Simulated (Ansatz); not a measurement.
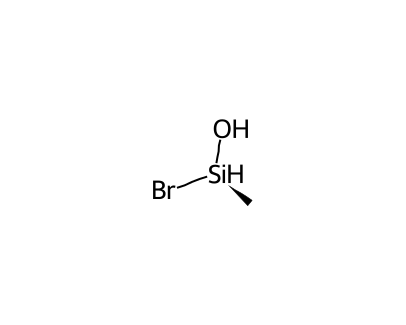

2D structure.

> Write the SMILES.

C[Si@H](O)Br

> Give the formula, hydrogens included.

CH5BrOSi.

> An optimisation with PBE0-D4/def2-TZVP gave a structure of which point group?

C1.

More results for the same structure follow; atom numbers are the same in all pictures, views and colours differ. The geometry was computed by an optimisation with PBE0-D4/def2-TZVP.

**Shape**

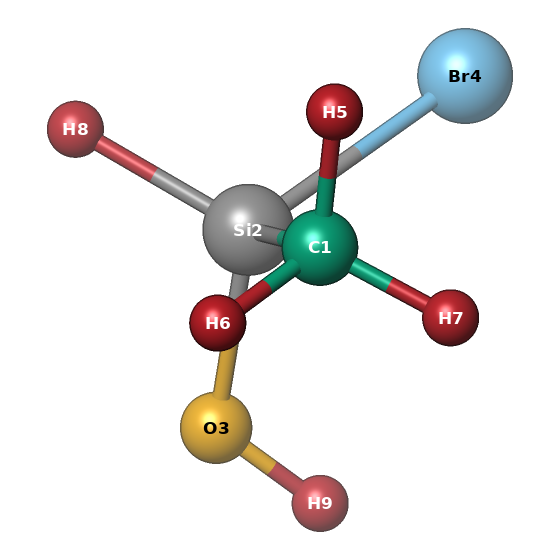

Si2 lies behind C1. The molecule seen a little off the C1–Si2 bond, C1 in front. Atoms fade into the background with distance from the viewer.

> What is the torsion angle H5–C1–Si2–Br4? The sign is positive where the front bond must turn clockwise to cover the back bond.

61°, synclinal (gauche). The bonds about C1–Si2 are staggered.

**Levels of theory compared**

Program: Ansatz 0.2.0.

Compare HOMO energy (eV) at these levels: B3LYP-D4/def2-TZVPP; B97M-V/def2-TZVPP; BHLYP-D4/def2-TZVPP; CAM-B3LYP-D4/def2-TZVPP; HSE06-D4/def2-TZVPP; PBE0-D4/def2-SVP; r2SCAN-D4/def2-TZVPP; r2SCANh-D4/def2-TZVPP; revPBE-D4/def2-TZVPP; ωB97M-V/def2-QZVPP; ωB97M-V/def2-SVP; ωB97M-V/def2-TZVPP.

```
                  level  HOMO energy (eV)
    B3LYP-D4/def2-TZVPP             −7.98
      B97M-V/def2-TZVPP             −7.36
    BHLYP-D4/def2-TZVPP             −9.38
CAM-B3LYP-D4/def2-TZVPP             −9.57
    HSE06-D4/def2-TZVPP             −7.83
       PBE0-D4/def2-SVP             −8.09
   r2SCAN-D4/def2-TZVPP             −7.27
  r2SCANh-D4/def2-TZVPP             −7.74
   revPBE-D4/def2-TZVPP             −6.89
     ωB97M-V/def2-QZVPP            −10.47
       ωB97M-V/def2-SVP            −10.28
     ωB97M-V/def2-TZVPP            −10.45
```

**Thermal motion**

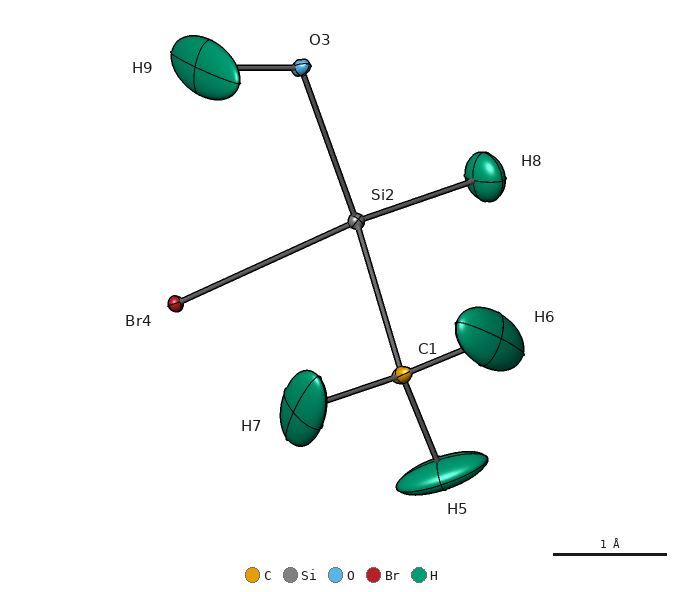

Displacement ellipsoids at the 50 % level, from the internal vibrations of the free molecule (harmonic, no overall translation or rotation; no half-axis is drawn under 0.075 Å). Vibrations computed with RKS PBE0-D4/def2-TZVP (Ansatz 0.2.0). Temperature: 200 K.

> Which atom has the largest mean-square displacement?

H9, with U_eq = 0.0660 Å².

> Does H9 move more along its bond or across it?

Across it: the root-mean-square amplitude is 0.071 Å along the bond and up to 0.408 Å across, since bending and torsion are softer than stretching.

List U_eq and the three principal root-mean-square amplitudes for each kind of atom.

```tsv
atom	U_eq (Å²)	rms amplitudes (Å)
C1	0.0031	0.029, 0.047, 0.080
Si2	0.0013	0.033, 0.036, 0.038
O3	0.0026	0.026, 0.047, 0.070
Br4	0.00025	0.006, 0.016, 0.022
H5	0.0374	0.085, 0.165, 0.279
H6	0.0365	0.099, 0.166, 0.269
H7	0.0390	0.077, 0.166, 0.289
H8	0.0177	0.092, 0.146, 0.153
H9	0.0660	0.069, 0.164, 0.408
```

**Charges**

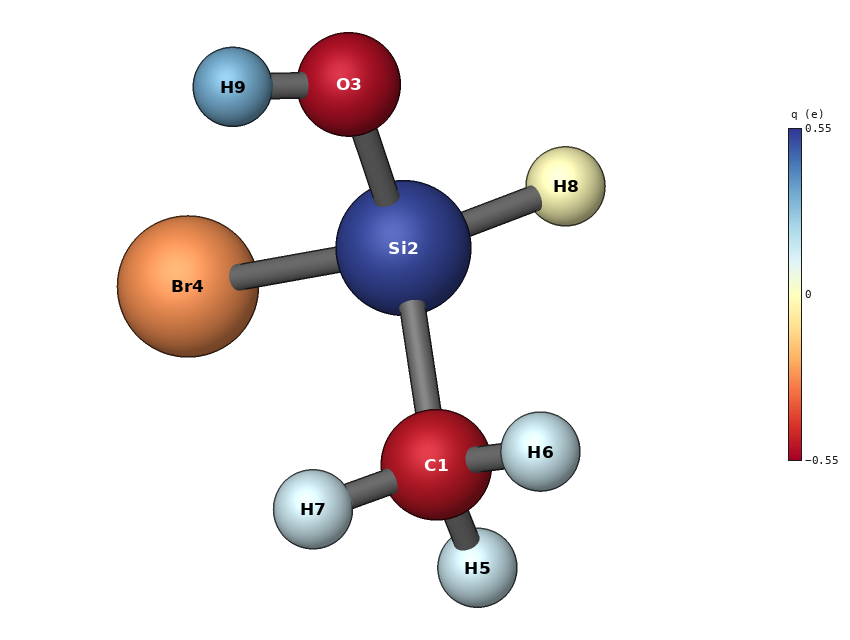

Atoms are coloured by their Mulliken charges. Properties computed with RKS PBE0-D4/def2-TZVP (Ansatz 0.2.0).

> Which atom carries the highest charge (most positive or least negative)?

Si2 (0.52 e).

> And the lowest?

O3 (−0.51 e).

List the Mulliken charges.

| atom | value (e) |
| --- | --- |
| C1 | −0.49 |
| Si2 | 0.52 |
| O3 | −0.51 |
| Br4 | −0.26 |
| H5 | 0.15 |
| H6 | 0.15 |
| H7 | 0.14 |
| H8 | −0.02 |
| H9 | 0.33 |

**Vibrations**

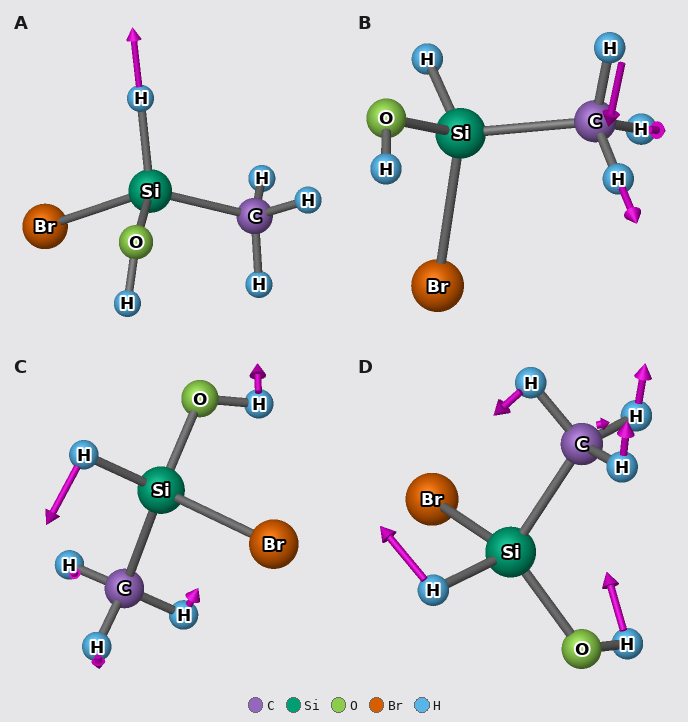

4 normal modes of one molecule or complex, as arrows. Harmonic vibrations computed with RKS PBE0-D4/def2-TZVP (Ansatz 0.2.0) at a stationary point of the same level.

> Match the panels to the wavenumbers 741 cm⁻¹, 895 cm⁻¹, 2272 cm⁻¹, 3138 cm⁻¹.

A: 2272 cm⁻¹, Si–H stretching
B: 3138 cm⁻¹, out-of-phase stretching of 2 C–H bonds
C: 895 cm⁻¹, angle bending
D: 741 cm⁻¹, angle bending

Mulliken values depend strongly on the basis set and can even reverse the polarity of a bond.
